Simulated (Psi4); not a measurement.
# CH3InO (In(CO)H3): HF/3-21G

Aim: the energy change on altering one bond length of CH3InO (In(CO)H3) at HF/3-21G, from 2 runs. The job is set up through a Python script.

Program for the calculation: Psi4 1.11.

## 1. The molecule

CH3InO: 6 atoms, total charge 0, spin state singlet. As SMILES, `[H][In]([H])([H])<-[C-]#[O+]`. Geometry: a GFN1-xTB relaxation, a rough one for these elements and not checked as a minimum.

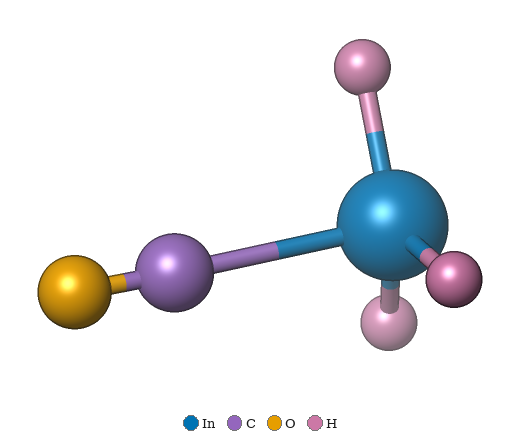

Viewed from a chosen angle; indium blue, carbon purple, oxygen amber, hydrogen pink.

## 2. Energy and forces at HF/3-21G

Input file ch3ino.xyz:

```xyz
6
CH3InO
In    -0.014220    -0.000860    -0.949190
C      0.011440     0.017450     1.491920
O      0.045080    -0.004700     2.611200
H      1.683720     0.000680    -1.058710
H     -0.869060     1.463800    -1.072380
H     -0.856960    -1.476380    -1.022840
```

Input file calc.py:

```python
import psi4

psi4.set_memory(1600000000)
psi4.set_num_threads(1)
psi4.set_output_file('output.dat', False)

with open('ch3ino.xyz') as f:
    atoms = ''.join(f.readlines()[2:])
m = psi4.geometry('0 1\n' + atoms + 'symmetry c1\nno_reorient\nno_com')

psi4.set_options({
    'basis': '3-21G',
    'puream': True,
    'e_convergence': 1e-09,
    'd_convergence': 1e-08,
    'scf_type': 'pk',
})

e, wfn = psi4.gradient('hf', return_wfn=True)
print('gradient / Eh bohr^-1')
print(e.np.round(6))
print(f'energy = {wfn.energy():.10f} Eh')
```

Run with:

```
$ python calc.py
```

output.dat:

```text
[...]
  Running in c1 symmetry.
[...]
  Nuclear repulsion =  197.195829729602423
[...]
  Multiplicity = 1
[...]
  Nalpha       = 33
  Nbeta        = 33
[...]
    Number of basis functions: 55
[...]
   @RHF iter   1: -5827.96537201535830   -3.57975e+00   1.44412e-02 ADIIS/DIIS
[...]
   @RHF iter  11: -5828.51869237591927   -3.63798e-11   6.72593e-09 DIIS
[...]
    Orbital Energies [Eh]
    ---------------------
    Doubly Occupied:
       1A   -991.676264     2A   -148.647572     3A   -138.079011
       4A   -138.077932     5A   -138.077929     6A    -29.531814
       7A    -25.073646     8A    -25.069824     9A    -25.069812
      10A    -20.647802    11A    -17.474433    12A    -17.472744
      13A    -17.472733    14A    -17.469459    15A    -17.469457
      16A    -11.388510    17A     -4.978700    18A     -3.450881
      19A     -3.445194    20A     -3.445188    21A     -1.615509
      22A     -1.086156    23A     -1.076493    24A     -1.076459
      25A     -1.074270    26A     -1.074196    27A     -0.845946
      28A     -0.696670    29A     -0.696665    30A     -0.671952
      31A     -0.503463    32A     -0.395048    33A     -0.394856
[...]
  @RHF Final Energy: -5828.51869237591927
   => Energetics <=
    Nuclear Repulsion Energy =            197.1958297296024227
    One-Electron Energy =               -8440.9758676582769112
    Two-Electron Energy =                2415.2613455527562110
    Total Energy =                      -5828.5186923759183628
[...]
 Multipole Moments:
 ------------------------------------------------------------------------------------
     Multipole            Electronic (a.u.)      Nuclear  (a.u.)        Total (a.u.)
 ------------------------------------------------------------------------------------
 L = 1.  Multiply by 2.5417464519 to convert [e a0] to [Debye]
 Dipole X            :          0.5861147           -0.5854372            0.0006776
 Dipole Y            :         -0.0082434            0.0246798            0.0164365
 Dipole Z            :         38.1731993          -37.4602678            0.7129316
 Magnitude           :                                                    0.7131213
[...]
  -Total Gradient:
     Atom            X                  Y                   Z
    ------   -----------------  -----------------  -----------------
       1        0.000087319609    -0.000222821414     0.004707297122
       2       -0.000561452460     0.000538050477    -0.009616857348
       3        0.000282685362    -0.000412610446    -0.001377150269
       4       -0.020970563813    -0.000051200473     0.002165740602
       5        0.010634358165    -0.018273415532     0.002378209052
       6        0.010527653134     0.018421997388     0.001742760564
[...]
```

Standard output:

```text
gradient / Eh bohr^-1
[[ 8.7000e-05 -2.2300e-04  4.7070e-03]
 [-5.6100e-04  5.3800e-04 -9.6170e-03]
 [ 2.8300e-04 -4.1300e-04 -1.3770e-03]
 [-2.0971e-02 -5.1000e-05  2.1660e-03]
 [ 1.0634e-02 -1.8273e-02  2.3780e-03]
 [ 1.0528e-02  1.8422e-02  1.7430e-03]]
energy = -5828.5186923759 Eh
```

It took 2.6 s on 1 thread of AMD EPYC 7R43 (Zen 3), shared host; peak memory 0.19 GiB.

## 3. The distorted shape at the same level

Input file job.py:

```python
import psi4

psi4.set_memory(1600000000)
psi4.set_num_threads(1)
psi4.core.set_output_file('psi4.out', False)

mol = psi4.geometry("""
0 1
In     0.413195    -0.733181    -0.887596
C      0.438855    -0.714871     1.553514
O      0.472495    -0.737021     2.672794
H      2.111135    -0.731641    -0.997116
H     -0.869060     1.463800    -1.072380
H     -0.429545    -2.208701    -0.961246
symmetry c1
no_reorient
no_com
""")

psi4.set_options({
    'basis': '3-21G',
    'reference': 'rhf',
    'puream': True,
    'e_convergence': 1e-09,
    'd_convergence': 1e-08,
    'scf_type': 'pk',
})

E, wfn = psi4.gradient('scf', return_wfn=True)
psi4.oeprop(wfn, 'MAYER_INDICES', 'DIPOLE', 'LOWDIN_CHARGES')
print('gradient / Eh bohr^-1')
print(E.np.round(6))
print(f'energy = {wfn.energy():.10f} Eh')
for k, v in sorted(psi4.core.scalar_variables().items()):
    print(f'{k:45s} {v:18.10f}')
```

Run with:

```
$ python job.py
```

psi4.out:

```text
[...]
  Running in c1 symmetry.
[...]
  Nuclear repulsion =  191.765315369371592
[...]
  Multiplicity = 1
[...]
  Nalpha       = 33
  Nbeta        = 33
[...]
    Number of basis functions: 55
[...]
   @RHF iter   1: -5827.76634064101290   -3.67336e+00   1.50551e-02 ADIIS/DIIS
[...]
   @RHF iter  12: -5828.46114234984361   -1.81899e-12   4.64462e-09 DIIS
[...]
    Orbital Energies [Eh]
    ---------------------
    Doubly Occupied:
       1A   -991.717987     2A   -148.688028     3A   -138.119532
       4A   -138.118862     5A   -138.118354     6A    -29.571014
       7A    -25.112469     8A    -25.110051     9A    -25.108423
      10A    -20.657591    11A    -17.513743    12A    -17.512862
      13A    -17.511250    14A    -17.509446    15A    -17.509064
      16A    -11.398994    17A     -5.014318    18A     -3.486261
      19A     -3.480739    20A     -3.480302    21A     -1.624259
      22A     -1.118748    23A     -1.110445    24A     -1.110188
      25A     -1.108694    26A     -1.104239    27A     -0.854380
      28A     -0.705024    29A     -0.704987    30A     -0.681057
      31A     -0.502371    32A     -0.413956    33A     -0.324300
[...]
  @RHF Final Energy: -5828.46114234984361
   => Energetics <=
    Nuclear Repulsion Energy =            191.7653153693715922
    One-Electron Energy =               -8428.2490415039919753
    Two-Electron Energy =                2408.0225837847769981
    Total Energy =                      -5828.4611423498427030
[...]
  -Total Gradient:
     Atom            X                  Y                   Z
    ------   -----------------  -----------------  -----------------
       1        0.030867764511    -0.052999821747     0.008041032608
       2        0.000330281328    -0.001024334884    -0.009851248522
       3        0.000315559688    -0.000395233252     0.000663339747
       4       -0.017995096367    -0.005023267985     0.002853145154
       5       -0.026915664117     0.046074003891    -0.004137496416
       6        0.013397155437     0.013368654185     0.002431226612
[...]
 Multipole Moments:
 ------------------------------------------------------------------------------------
     Multipole            Electronic (a.u.)      Nuclear  (a.u.)        Total (a.u.)
 ------------------------------------------------------------------------------------
 L = 1.  Multiply by 2.5417464519 to convert [e a0] to [Debye]
 Dipole X            :        -51.5123893           51.9148868            0.4024975
 Dipole Y            :         89.2571356          -89.9279184           -0.6707828
 Dipole Z            :         30.7238932          -29.8945413            0.8293519
 Magnitude           :                                                    1.1400782
[...]
```

On the terminal:

```text
gradient / Eh bohr^-1
[[ 0.030868 -0.053     0.008041]
 [ 0.00033  -0.001024 -0.009851]
 [ 0.000316 -0.000395  0.000663]
 [-0.017995 -0.005023  0.002853]
 [-0.026916  0.046074 -0.004137]
 [ 0.013397  0.013369  0.002431]]
energy = -5828.4611423498 Eh
CURRENT ENERGY                                  -5828.4611423498
CURRENT REFERENCE ENERGY                        -5828.4611423498
DD SOLVATION ENERGY                                 0.0000000000
HF KINETIC ENERGY                                5840.3886680932
HF POTENTIAL ENERGY                            -11668.8498104430
HF TOTAL ENERGY                                 -5828.4611423498
HF VIRIAL RATIO                                     1.9979577514
NUCLEAR REPULSION ENERGY                          191.7653153694
ONE-ELECTRON ENERGY                             -8428.2490415040
PCM POLARIZATION ENERGY                             0.0000000000
PE ENERGY                                           0.0000000000
SCF ITERATION ENERGY                            -5828.4611423498
SCF ITERATIONS                                     12.0000000000
SCF TOTAL ENERGY                                -5828.4611423498
TWO-ELECTRON ENERGY                              2408.0225837848
```

It took 2.6 s on 1 thread of AMD EPYC 7R43 (Zen 3), shared host; peak memory 0.19 GiB.

## 4. Results

Level: HF/3-21G.

| quantity | value |
| --- | --- |
| first shape: total energy | -5828.51869 Eh |
| first shape: dipole moment | 1.81 D |
| first shape: HOMO energy | -10.74 eV |
| first shape: LUMO energy | 2.40 eV |
| first shape: HOMO–LUMO gap | 13.15 eV |
| first shape: largest force on an atom | 1.095 eV/Å |
| distorted shape: total energy | -5828.46114 Eh |
| distorted shape: dipole moment | 2.90 D |
| distorted shape: HOMO energy | -8.82 eV |
| distorted shape: LUMO energy | 1.59 eV |
| distorted shape: HOMO–LUMO gap | 10.42 eV |
| distorted shape: largest force on an atom | 3.181 eV/Å |
| energy change with the In1–H5 bond stretched from 1.700 to 2.550 Å | 1.566 eV |

What this shows: With the In1–H5 bond stretched from 1.700 to 2.550 Å the energy rises by 1.57 eV (151 kJ/mol). The first shape isn't relaxed at this level, so the change isn't measured from a minimum. The largest force (first shape) is 1.09 eV/Å: the shape isn't a stationary point for this species at this level. Relativity is left out (first shape) although the molecule holds a heavy atom. Relativity is left out (distorted shape) although the molecule holds a heavy atom.
